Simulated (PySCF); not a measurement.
C2H6NSb, SMILES `CC#N.[SbH3]`.

PySCF calculation, BHandHLYP/def2-SVP, gas phase; geometry: an unrelaxed start of a pair search. Core potentials replace the inner electrons of Sb; spin–orbit coupling isn't included. Without diffuse functions Rydberg states are missing, so the states' numbers hold for this basis only.

Coordinates in Å:

```
C1      -3.3050    0.6982    0.0013
C2      -2.3726   -0.3882   -0.0069
N3      -1.6057   -1.2372    0.0038
H4      -2.9487    1.4514    0.7030
H5      -3.3584    1.1328   -0.9962
H6      -4.2919    0.3527    0.3053
Sb7      1.0431    0.0170    0.0107
H8       0.3879    0.6632   -1.4072
H9       2.2283    1.2343   -0.0418
H10      0.0879    1.0972    0.9001
```

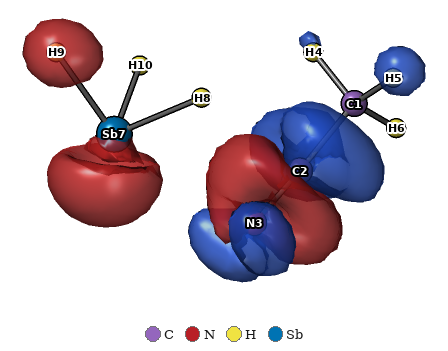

Unrelaxed difference density of S₃ less the ground state (TDA singlet states), ±0.02 e/Å³; blue: gain, red: loss.

How does the charge move on excitation?

0.48 e is displaced in all, of which about 0.2 e passes between atoms: Sb7 (0.17 e) and H9 (0.05 e) lose electrons and C2 (0.10 e) and C1 (0.06 e) gain them. The state: 7.72 eV (161 nm), f = 0.005; the leading pair carries 67 %; hole on N3 (36 %), C2 (27 %) and Sb7 (22 %), electron on N3 (36 %), C2 (36 %) and C1 (9 %) (shares are of the whole state, not of the leading pair alone); their centroids lie 1.0 Å apart.
